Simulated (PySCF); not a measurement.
C4H13NOSi (SMILES CCCO[SiH2]NC)

The calculation's input:

```
{"job": {"kind": "nmr", "xc": "PBE0", "basis": "pcSseg-1"}, "charge": 0, "multiplicity": 1}
C     -1.982615    -0.086307     1.324966
C     -2.275547    -0.467242    -0.120960
C     -0.994585    -0.593621    -0.942254
O     -0.362511     0.651954    -1.031832
Si     1.117152     1.011779    -1.577170
N      2.309990     0.072828    -0.758200
C      2.377343    -0.054384     0.680655
H     -1.440984     0.855725     1.355127
H     -1.376849    -0.851639     1.806643
H     -2.907865     0.025680     1.885379
H     -2.808770    -1.419273    -0.158739
H     -2.903589     0.298376    -0.579429
H     -1.231920    -0.950009    -1.953036
H     -0.320230    -1.323244    -0.478347
H      1.063823     2.446680    -1.310148
H      1.345235     0.654908    -2.978835
H      3.228055     0.019459    -1.172819
H      2.975205     0.737342     1.146696
H      2.813663    -1.019264     0.953321
H      1.369851     0.000931     1.086553
```

Command:

```sh
OMP_NUM_THREADS=1 python probes_run.py task.json out
```

Geometry: GFN2-xTB.

Level of theory: PySCF 2.14.0, PBE0/pcSseg-1, SCF density, gas phase, non-relativistic.

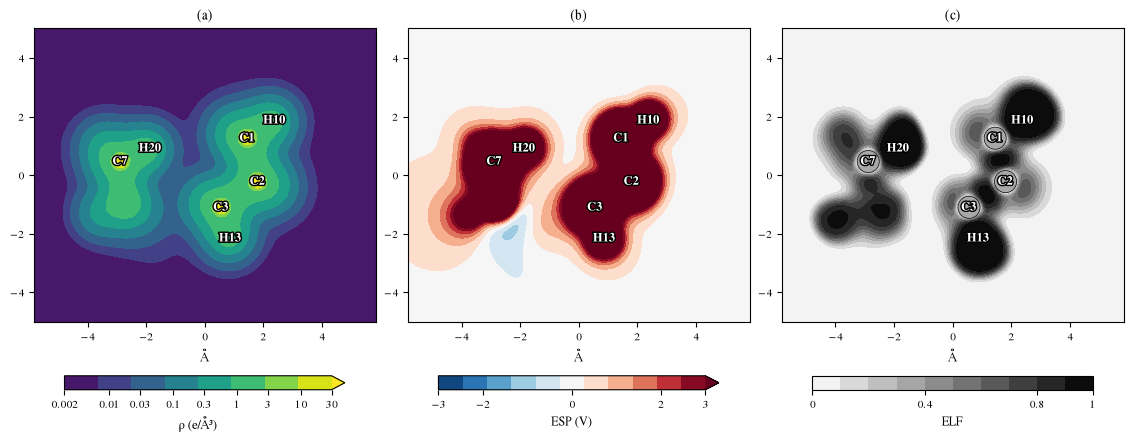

Figure 1. (a) total electron density; (b) molecular electrostatic potential; (c) electron localisation function on the plane of atoms C2, C1 and H10. Grey discs cover the atomic cores in the ELF map.

Describe what can be read from this map.

Atoms in the plane: C and H. C–C (1.52 Å): the density is about 1.6 e/Å³ at the midpoint; the ELF peaks at about 0.95 between the atoms (a shared electron pair). C–H (1.09 Å): ρ at the midpoint is about 2 e/Å³; the ELF climbs to about 1 towards the hydrogen, as it does in any bond to H: an ordinary covalent bond to hydrogen. The ELF also peaks beside N6, away from the bonds: lone-pair regions. Outside the dense part of the molecule the potential is most negative (−1.0 V) near N6, which lies off the plane.

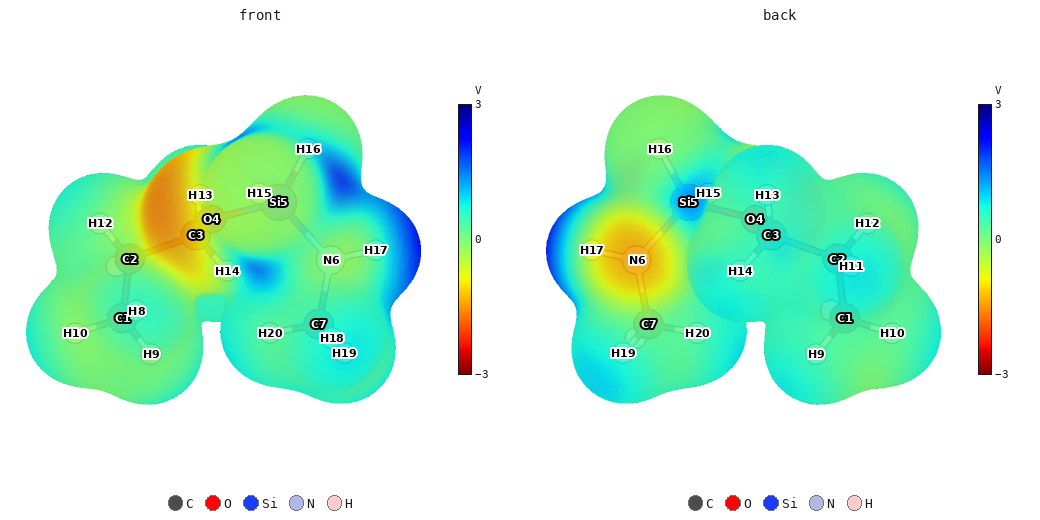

Figure 2. The electrostatic potential painted on the density surface at 0.004 e/bohr³, seen from the front and from behind; the colour scale runs from red (negative) to blue (positive).

Where is the surface potential most negative and most positive?

The most negative region (about −1.6 V) lies over O4, the most positive (about +2.0 V) over H17. O4 is the likeliest acceptor of a hydrogen bond.
